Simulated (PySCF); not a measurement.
## A study: C₂H₆Al, doublet, SMILES `C[Al]C`

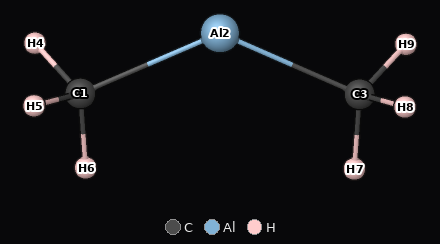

The molecule, with its atoms numbered as below. No frequency check shows the geometry to be a minimum.

Geometry (Å), atoms numbered from 1:

```
C1       1.8160   -0.3382   -0.0003
Al2      0.0001    0.5516   -0.0000
C3      -1.8161   -0.3381    0.0003
H4       2.4123   -0.0617    0.8779
H5       2.4120   -0.0619   -0.8788
H6       1.7478   -1.4329    0.0031
H7      -1.7479   -1.4329   -0.0030
H8      -2.4124   -0.0618   -0.8779
H9      -2.4120   -0.0617    0.8787
```

Part 1: Bonding charge

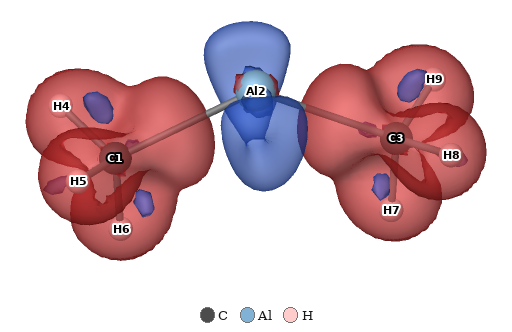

Deformation density (molecule less spherical, spin-averaged free atoms at the same positions), surfaces at ±0.05 e/Å³; red: gain, blue: loss.

PySCF calculation, B3LYP/aug-cc-pVDZ, gas phase; geometry: GFN2-xTB. The stability of the open-shell solution wasn't checked. GFN2-xTB doesn't know the spin state, so this open-shell geometry is rough.

> Describe the bonding that the map shows.

C3–H7 and C1–H6: +0.60 e/Å³ at the bond critical point (bond length 1.10 Å). C1–H5, C1–H4, C3–H8 and C3–H9: +0.60 e/Å³ at the bond critical point (bond length 1.10 Å). C1–Al2 and Al2–C3: +0.10 e/Å³ at the bond critical point (bond length 2.02 Å). In all, 2.0 electrons gather in the regions of gain relative to the promolecule. A small or negative value marks a very polar bond, one between electron-rich atoms, whose free-atom densities already overlap strongly, a long bond to a heavier atom, or a closed-shell contact such as a hydrogen bond.

> Where do the Hirshfeld charges lie?

The highest Hirshfeld charge is on Al2 (+0.40 e), the lowest on C1 and C3 (−0.28 e).

| atom | charge (e) |
| --- | --- |
| C1 | −0.28 |
| Al2 | +0.40 |
| C3 | −0.28 |
| H4 | +0.03 |
| H5 | +0.03 |
| H6 | +0.02 |
| H7 | +0.02 |
| H8 | +0.03 |
| H9 | +0.03 |

Part 2: Bond critical points

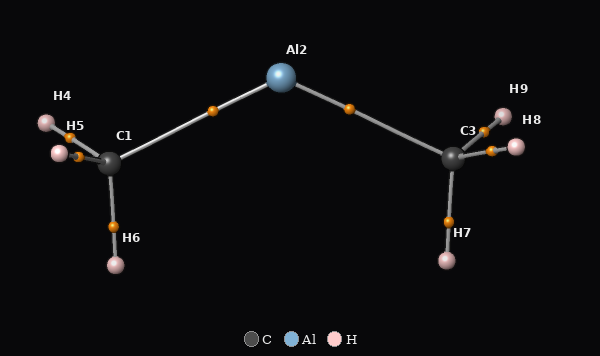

Molecular graph of the electron density (QTAIM): bond paths, bond critical points (orange), ring points (yellow, if any); weak paths are dashed.

> How many critical points of each kind are there, and does the count close?

9 nuclei, 8 bond, 0 ring and 0 cage critical points: 9 − 8 + 0 − 0 = 1, as the Poincaré–Hopf relation requires.

> Give the properties at the bond critical points.

```json
{"bond": "C3–H7 (2 alike)", "length (Å)": "1.097", "ρ (a.u.)": "0.264", "∇²ρ (a.u.)": "−0.88", "ε": "0.04", "H (a.u.)": "−0.272"}
{"bond": "C1–H5 (4 alike)", "length (Å)": "1.097", "ρ (a.u.)": "0.263", "∇²ρ (a.u.)": "−0.88", "ε": "0.04", "H (a.u.)": "−0.272"}
{"bond": "C1–Al2 (2 alike)", "length (Å)": "2.022", "ρ (a.u.)": "0.072", "∇²ρ (a.u.)": "+0.27", "ε": "0.01", "H (a.u.)": "−0.015"}
```

> What kind of interaction is C3–H7?

Shared-shell (covalent): ρ = 0.264, ∇²ρ = −0.88, H = −0.272 a.u.

Part 3: Local ionisation energy

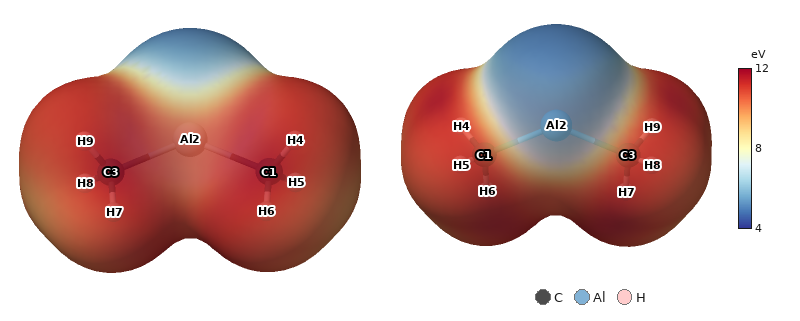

Average local ionisation energy on the surface of electron density 0.001 a.u. (back view left, front view right).

> Where are the most loosely bound electrons on this surface?

The lowest value is 4.9 eV, 2.6 Å from Al2. Further minima include 9.5 eV, near H6 (1.84 Å), H5 (1.97 Å) and H4 (2.04 Å), over C1 (2.1 Å), and at like points elsewhere. For comparison, the highest occupied orbital lies at −4.6 eV.

> What volume does the surface enclose, and what is the dipole moment?

About 108 Å³; the dipole moment is 0.6 D.

Part 4: Spin density

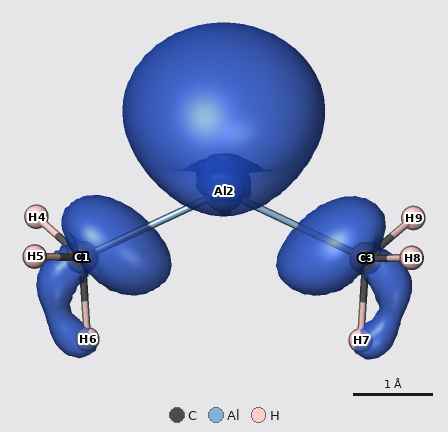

Spin density ρα − ρβ at ±0.02 e/Å³ (blue: excess α, red: excess β).

> How is the spin shared among the atoms?

Hirshfeld spin populations: Al2 +0.75 and C1 and C3 +0.10. ⟨S²⟩ = 0.75, as for a pure state.

Part 5: In an electric field

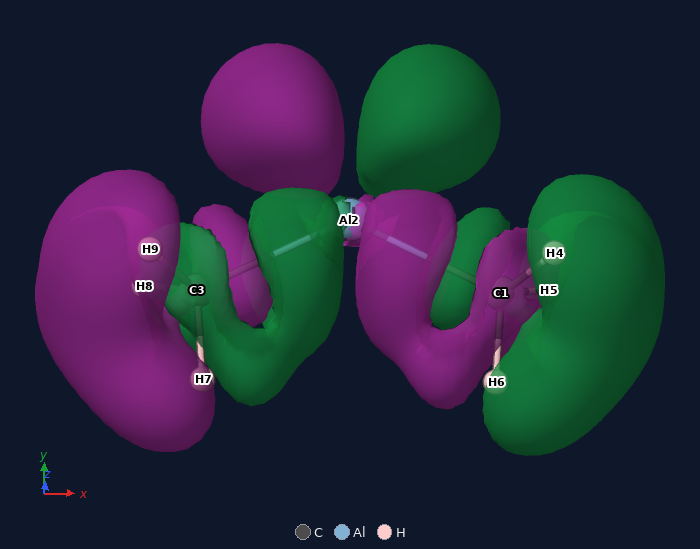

Change of the electron density in a uniform field of 0.10 V/Å, surfaces at ±0.0004 e/Å³ (green: gain, purple: loss).

PySCF calculation, B3LYP/def2-SVPD, gas phase; geometry: GFN2-xTB. The stability of the open-shell solution wasn't checked. GFN2-xTB doesn't know the spin state, so this open-shell geometry is rough.

The field was applied in both directions; the picture shows the one opposite to the script's first.

> Along which Cartesian direction does the field point?

Along −x: electrons gather on the +x side, against the field.

> What dipole is induced, and what polarisability does it imply?

The induced dipole is 0.42 D (along the field); α along this axis, from the fields in both directions, is 83 bohr³ (12.3 Å³).

The PySCF runs shown took 20 s and 40 s on 1 thread of Arm Neoverse V1 (shared host).
